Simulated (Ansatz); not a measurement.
HfS2/HfS2 (1T bilayer), computed twice by G0W0.

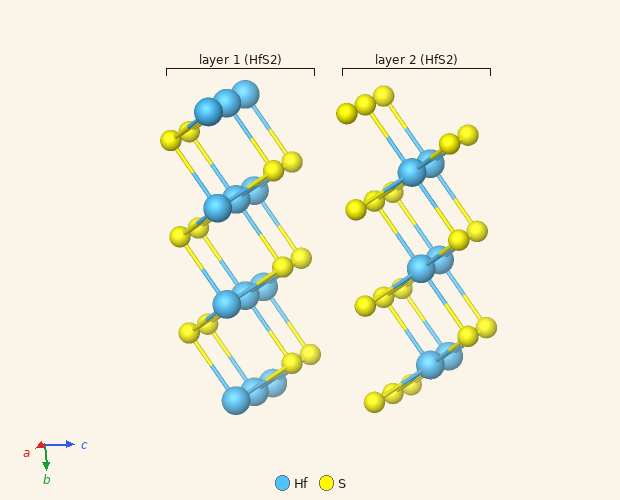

The structure (hafnium blue, sulfur yellow). Bonds to atoms that aren't drawn are left out. 2×3×1 cells are drawn. Some periodic images of atoms are drawn too.

The cell holds 6 atoms: 2 Hf and 4 S. Cell: a = 3.570 Å, b = 3.570 Å, c = 40.500 Å, α = 90.0°, β = 90.0°, γ = 120.0°. Regions: layer 1 (HfS2), 3 atoms (1 Hf and 2 S); layer 2 (HfS2), 3 atoms (1 Hf and 2 S). Vacuum lies along c.

```xyz
6
Lattice="3.5704 0.0000 0.0000 -1.7852 3.0920 0.0000 0.0000 0.0000 40.5000" Properties=species:S:1:pos:R:3
Hf    0.0000    0.0000   17.3778
S     0.0000    2.0614   18.8277
S     1.7852    1.0307   15.9253
Hf    0.0000    2.0614   23.1222
S     1.7852    1.0307   24.5747
S     0.0000    0.0000   21.6723
```

The structure was relaxed with PBEsol-D3(BJ). The runs that relaxed it are not among those shown. Spin-orbit coupling is left out unless a run names it.

The first (Ansatz 0.2.0; start PBEsol, 6×6×1 mesh, 659 empty bands, screening to 75 eV, PAW set soft_1 files; 8 threads of Arm Neoverse V1, shared host) gave, on its mesh: starting gap 0.80 eV, G0W0 gap 1.78 eV, mean of 1 + 4πα/V (set by the cell height) 3.46, 5.2 min.

**Question.** The second changes empty bands from 659 to 266 and screening cutoff (eV) from 75.0 to 41. What does it give?

It gave: starting gap 0.80 eV, G0W0 gap 1.70 eV, mean of 1 + 4πα/V (set by the cell height) 3.49, 62 s. The G0W0 gap moves by −0.08 eV, +0.00 eV from the start and −0.08 eV from the correction. Σc changes by +0.30 eV at the valence top and +0.22 eV at the conduction bottom, and Σx − Vxc between them by +0.00 eV.

Limits: not at the basis limit; coarse mesh for a sheet; no spin-orbit coupling.

[Paths, hosts, dates, memory and timing lines, banners, echoed tables and standing remarks are left out of the program output.]

[Logs are printed without paths, hosts, clocks, repeated set-up lines and the standing remarks that a program may print on its own settings, such as how far it seeks lower states.]

[Runs of the session that timed out or met a known fault of the program may be left out.]

[Cells called generated may have been cut or substituted from an entry of the Crystallography Open Database or the Materials Project.]

[Hosts, paths, dates, database ids (printed as entryN), source tags and the programs' standing remarks are cut or masked in the printed files.]
